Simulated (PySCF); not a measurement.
# C5H11Ga: magnetic properties

Aim: compute the magnetic properties of C5H11Ga (`C[C@H]1C[CH2][GaH][CH2]1`).

Computed with PySCF 2.14.0 and routines of our own; the level stands in each step. Atoms count from 0.

## 1. The system as given

17 atoms, charge 0, multiplicity 1; geometry from: GFN2-xTB.

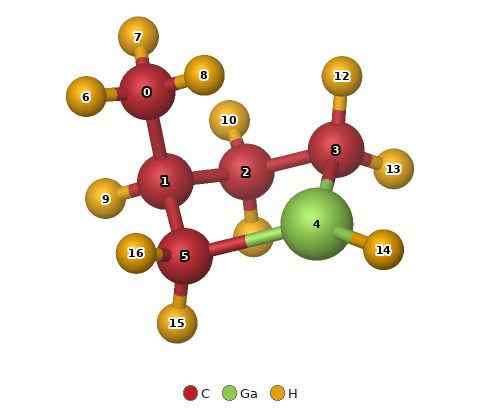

The starting geometry (carbon red, gallium green, hydrogen amber); sticks join atoms by distance alone.

## 2. Magnetic properties: GIAO wB97X-D/pcSseg-1

The job: settings as JSON, then the geometry in Å.

```
{"job": {"kind": "mag", "xc": "wB97X-D", "basis": "pcSseg-1", "isotopologues": 2}, "charge": 0, "multiplicity": 1}
C     -0.828582     1.345535    -0.645586
C     -0.568893    -0.152287    -0.749886
C      0.952711    -0.444128    -0.763272
C      1.656401    -0.022115     0.536395
Ga     0.159372    -0.481237     1.856640
C     -1.240711    -0.886405     0.418406
H     -1.892064     1.557556    -0.737726
H     -0.297978     1.889900    -1.424495
H     -0.492491     1.712808     0.332315
H     -0.974433    -0.504837    -1.705779
H      1.395277     0.050825    -1.631651
H      1.076396    -1.523809    -0.899164
H      1.911258     1.041983     0.510459
H      2.595316    -0.569533     0.654689
H      0.117165    -0.531349     3.463975
H     -1.320731    -1.956141     0.193143
H     -2.255011    -0.514737     0.581627
```

Level: GIAO wB97X-D/pcSseg-1 magnetisability, rotational g tensor and spin-rotation constants, non-relativistic, gas phase.

Started as:

```
$ OMP_NUM_THREADS=1 python excited_run.py task.json out
```

The driver reads the jobs from task.json and runs them one after another.

Standard output:

```text
coarse grid: 60512 points
cycle   1  E = -2121.6784403771  dE =  9.692e-02  |g| = 9.225e-01  |ddm| = 3.599e+00
cycle   2  E = -2121.6793223023  dE = -8.819e-04  |g| = 9.299e-01  |ddm| = 9.228e-01
cycle   3  E = -2121.7642633397  dE = -8.494e-02  |g| = 6.130e-02  |ddm| = 4.923e-01
cycle   4  E = -2121.7646875927  dE = -4.243e-04  |g| = 1.782e-02  |ddm| = 5.709e-02
cycle   5  E = -2121.7647717497  dE = -8.416e-05  |g| = 4.752e-03  |ddm| = 1.948e-02
cycle   6  E = -2121.7647802186  dE = -8.469e-06  |g| = 1.313e-03  |ddm| = 1.025e-02
final grid: 128424 points
cycle   7  E = -2121.7644958445  dE = -2.063e-06  |g| = 8.949e-04  |ddm| = 3.772e-03
cycle   8  E = -2121.7644959661  dE = -1.216e-07  |g| = 6.551e-04  |ddm| = 1.524e-03
cycle   9  E = -2121.7644960647  dE = -9.859e-08  |g| = 1.160e-04  |ddm| = 5.964e-04
cycle  10  E = -2121.7644960685  dE = -3.844e-09  |g| = 4.052e-05  |ddm| = 1.574e-04
cycle  11  E = -2121.7644960693  dE = -7.526e-10  |g| = 1.504e-05  |ddm| = 9.491e-05
converged SCF energy = -2121.7644960693

Magnetisability tensor (1e-30 J/T^2)
    -1264.45       48.82      -17.05
       48.82    -1544.61        3.63
      -17.05        3.63    -1253.89
isotropic -1354.32   principal values   -1553.02  -1271.22  -1238.72
isotropic susceptibility -81.559 1e-6 cm^3/mol

Inertial axes            a          b          c
rot. const./GHz      3.6033     1.9712     1.6365
chi total           -77.914    -75.597    -91.166
chi diamagnetic    -470.858   -720.744   -853.150
chi paramagnetic    392.945    645.147    761.984
quadrupole/D A       -2.483     -1.092      3.574
g nuclear            0.6464     0.5843     0.5847
g electronic        -0.6652    -0.5975    -0.5858
g total             -0.0188    -0.0132    -0.0011

Spin-rotation constants (kHz, H = +C I.J)
atom  isotope        aa         bb         cc
  4   69Ga        9.207      4.993      3.414
  6     1H       -0.348      0.018     -0.183
  7     1H       -0.146     -0.114     -0.170
  8     1H       -0.069     -0.259     -0.113
  9     1H       -0.045     -0.202     -0.087
 10     1H       -0.062     -0.116     -0.161
 11     1H       -0.357     -0.216      0.033
 12     1H       -0.390     -0.186     -0.007
 13     1H       -0.328     -0.022     -0.162
 14     1H        0.122     -0.109     -0.096
 15     1H       -0.399     -0.222      0.027
 16     1H       -0.409      0.034     -0.169
  0    13C*       0.574      0.322      0.229
  1    13C*       0.566      0.316      0.302
  2    13C*       0.657      0.298      0.297
  3    13C*       0.506      0.288      0.186
  5    13C*       0.551      0.367      0.227
* in the singly substituted isotopologue

Isotopologues: g along a, b, c
2H    at 6,7,8,9,10,11,    -0.0145    -0.0111    -0.0010
13C   at 0                 -0.0184    -0.0129    -0.0012
```

Run time: 43 s. Hardware: 1 thread of Arm Neoverse V1, shared host; peak memory 1 GiB.

From this job:

| quantity | value |
| --- | --- |
| magnetisability | -1354·10⁻³⁰ J/T² |
| molar susceptibility | -81.6·10⁻⁶ cm³/mol |
| rotational g (a, b, c) | -0.0188, -0.0132, -0.0011 |

## 3. Magnetic properties: common gauge origin B97-2/def2-SVP

The job, as its differences from that of step 2:

```diff
@@ -1,2 +1,2 @@
-{"job": {"kind": "mag", "xc": "wB97X-D", "basis": "pcSseg-1", "isotopologues": 2}, "charge": 0, "multiplicity": 1}
+{"job": {"kind": "mag", "xc": "B97-2", "basis": "def2-SVP", "gauge": [0, 0, 0]}, "charge": 0, "multiplicity": 1}
 C     -0.828582     1.345535    -0.645586
```

Level: common gauge origin B97-2/def2-SVP magnetisability, rotational g tensor and spin-rotation constants, non-relativistic, gas phase.

Standard output:

```text
coarse grid: 60512 points
cycle   1  E = -2121.9464785471  dE = -1.485e-01  |g| = 5.732e-01  |ddm| = 4.081e+00
cycle   2  E = -2121.8752614733  dE =  7.122e-02  |g| = 7.994e-01  |ddm| = 1.450e+00
cycle   3  E = -2122.0274375429  dE = -1.522e-01  |g| = 4.729e-02  |ddm| = 8.770e-01
cycle   4  E = -2122.0279545707  dE = -5.170e-04  |g| = 2.356e-02  |ddm| = 8.717e-02
cycle   5  E = -2122.0280841418  dE = -1.296e-04  |g| = 5.688e-03  |ddm| = 2.717e-02
cycle   6  E = -2122.0280904212  dE = -6.279e-06  |g| = 1.071e-03  |ddm| = 6.539e-03
final grid: 128424 points
cycle   7  E = -2122.0281482172  dE = -5.612e-08  |g| = 1.227e-03  |ddm| = 4.482e-03
cycle   8  E = -2122.0281479929  dE =  2.243e-07  |g| = 1.561e-03  |ddm| = 2.811e-03
cycle   9  E = -2122.0281485472  dE = -5.542e-07  |g| = 1.287e-04  |ddm| = 1.635e-03
cycle  10  E = -2122.0281485514  dE = -4.248e-09  |g| = 1.713e-05  |ddm| = 1.552e-04
cycle  11  E = -2122.0281485515  dE = -6.548e-11  |g| = 4.794e-06  |ddm| = 2.653e-05
converged SCF energy = -2122.0281485515

Magnetisability tensor (1e-30 J/T^2)
    -5202.56      -34.48      340.56
      -34.48    -5934.12     -762.96
      340.56     -762.96    -2862.93
isotropic -4666.53   principal values   -6115.44  -5245.28  -2638.88
isotropic susceptibility -281.025 1e-6 cm^3/mol

Inertial axes            a          b          c
rot. const./GHz      3.6033     1.9712     1.6365
chi total          -160.867   -315.417   -366.791
chi diamagnetic    -469.462   -719.448   -851.660
chi paramagnetic    308.595    404.031    484.869
quadrupole/D A       -2.487     -0.925      3.412
g nuclear            0.6464     0.5843     0.5847
g electronic        -0.5224    -0.3742    -0.3728
g total              0.1240     0.2101     0.2119

Spin-rotation constants (kHz, H = +C I.J)
atom  isotope        aa         bb         cc
  4   69Ga        8.031      3.755      2.616
  6     1H       -0.127     -0.036     -0.129
  7     1H       -0.366      0.135     -0.138
  8     1H       -0.057     -1.090     -0.971
  9     1H       -0.261     -0.115     -0.089
 10     1H       -0.048     -0.202     -0.087
 11     1H       -0.295     -0.541     -0.422
 12     1H       -0.322     -0.598     -0.358
 13     1H        0.076     -0.334     -0.135
 14     1H        0.175      1.557      1.261
 15     1H       -0.140     -0.511     -0.370
 16     1H       -0.015     -0.564     -0.268
  0    13C*       0.386      0.137      0.088
  1    13C*       0.241      0.028      0.041
  2    13C*       0.389      0.055      0.067
  3    13C*       0.265      0.027     -0.061
  5    13C*       0.361      0.031     -0.037
* in the singly substituted isotopologue
```

Wall time 11 s (1 thread of Arm Neoverse V1, shared host); peak memory 0.83 GiB.

A normal end doesn't make this result sound: a common gauge origin replaces GIAOs, so the magnetic properties depend on where the origin lies.

## 4. Magnetic properties: GIAO wB97X/6-31G

The job, as its differences from that of step 3:

```diff
@@ -1,2 +1,2 @@
-{"job": {"kind": "mag", "xc": "B97-2", "basis": "def2-SVP", "gauge": [0, 0, 0]}, "charge": 0, "multiplicity": 1}
+{"job": {"kind": "mag", "xc": "wB97X", "basis": "6-31G"}, "charge": 0, "multiplicity": 1}
 C     -0.828582     1.345535    -0.645586
```

Level: GIAO wB97X/6-31G magnetisability, rotational g tensor and spin-rotation constants, non-relativistic, gas phase.

Standard output:

```text
coarse grid: 60512 points
cycle   1  E = -2121.5672830906  dE =  2.654e-01  |g| = 3.249e-01  |ddm| = 3.520e+00
cycle   2  E = -2121.5900905447  dE = -2.281e-02  |g| = 2.237e-01  |ddm| = 5.561e-01
cycle   3  E = -2121.6026842594  dE = -1.259e-02  |g| = 3.890e-02  |ddm| = 2.358e-01
cycle   4  E = -2121.6031472019  dE = -4.629e-04  |g| = 1.549e-02  |ddm| = 6.588e-02
cycle   5  E = -2121.6031868939  dE = -3.969e-05  |g| = 2.919e-03  |ddm| = 1.483e-02
cycle   6  E = -2121.6031900251  dE = -3.131e-06  |g| = 7.356e-04  |ddm| = 7.243e-03
final grid: 128424 points
cycle   7  E = -2121.6029524692  dE = -4.752e-07  |g| = 4.779e-04  |ddm| = 2.479e-03
cycle   8  E = -2121.6029525204  dE = -5.124e-08  |g| = 3.360e-04  |ddm| = 8.072e-04
cycle   9  E = -2121.6029525449  dE = -2.447e-08  |g| = 5.078e-05  |ddm| = 2.752e-04
cycle  10  E = -2121.6029525466  dE = -1.708e-09  |g| = 2.753e-05  |ddm| = 1.481e-04
cycle  11  E = -2121.6029525468  dE = -1.905e-10  |g| = 3.772e-06  |ddm| = 4.431e-05
converged SCF energy = -2121.6029525468

Magnetisability tensor (1e-30 J/T^2)
    -1287.73       51.95      -14.30
       51.95    -1577.08        2.42
      -14.30        2.42    -1271.24
isotropic -1378.69   principal values   -1586.20  -1289.10  -1260.75
isotropic susceptibility -83.026 1e-6 cm^3/mol

Inertial axes            a          b          c
rot. const./GHz      3.6033     1.9712     1.6365
chi total           -78.973    -77.041    -93.065
chi diamagnetic    -469.693   -719.687   -851.836
chi paramagnetic    390.720    642.646    758.771
quadrupole/D A       -2.460     -0.884      3.345
g nuclear            0.6464     0.5843     0.5847
g electronic        -0.6614    -0.5951    -0.5834
g total             -0.0151    -0.0109     0.0014

Spin-rotation constants (kHz, H = +C I.J)
atom  isotope        aa         bb         cc
  4   69Ga        6.957      3.739      2.551
  6     1H       -0.371      0.004     -0.195
  7     1H       -0.169     -0.126     -0.181
  8     1H       -0.089     -0.271     -0.126
  9     1H       -0.072     -0.215     -0.099
 10     1H       -0.087     -0.132     -0.172
 11     1H       -0.379     -0.230      0.021
 12     1H       -0.405     -0.195     -0.022
 13     1H       -0.352     -0.040     -0.172
 14     1H        0.120     -0.107     -0.102
 15     1H       -0.420     -0.233      0.013
 16     1H       -0.425      0.015     -0.179
  0    13C*       0.476      0.266      0.185
  1    13C*       0.460      0.252      0.249
  2    13C*       0.545      0.242      0.246
  3    13C*       0.422      0.234      0.152
  5    13C*       0.464      0.311      0.191
* in the singly substituted isotopologue
```

Wall time 20 s (1 thread of Arm Neoverse V1, shared host); peak memory 0.72 GiB.

Key values:

| quantity | value |
| --- | --- |
| magnetisability | -1379·10⁻³⁰ J/T² |
| molar susceptibility | -83.0·10⁻⁶ cm³/mol |
| rotational g (a, b, c) | -0.0151, -0.0109, 0.0014 |

## 5. Magnetic properties side by side

| level | ξ (10⁻³⁰ J/T²) | g(a) | g(b) | gap (eV) | functions | time |
| --- | --- | --- | --- | --- | --- | --- |
| GIAO wB97X-D/pcSseg-1 | -1354 | -0.0188 | -0.0132 | 9.19 | 181 | 43 s |
| GIAO wB97X/6-31G | -1379 | -0.0151 | -0.0109 | 9.78 | 94 | 20 s |

## 6. Outcome

| quantity | value |
| --- | --- |
| magnetisability (step 2, GIAO wB97X-D/pcSseg-1) | -1354·10⁻³⁰ J/T² |
| molar susceptibility (step 2, GIAO wB97X-D/pcSseg-1) | -81.6·10⁻⁶ cm³/mol |
| rotational g (a, b, c) (step 2, GIAO wB97X-D/pcSseg-1) | -0.0188, -0.0132, -0.0011 |
| magnetisability over the levels | -1379 to -1354·10⁻³⁰ J/T² |
| runs | 0 failed, 1 ended on unsound input |

**Reading.** Steps that list no spin-orbit terms leave them out, which matters at and beside the heavy atoms. The geometry comes from tight binding, which is rough for metal atoms, and these values hang on it. The magnetisability spreads by 1.8 % over 2 levels, from GIAO wB97X/6-31G (20 s) to GIAO wB97X-D/pcSseg-1 (43 s); the runs took 20 s to 43 s. Two levels can agree by chance, so this spread shows no convergence. Vibrational averaging and real surroundings are missing from these values.
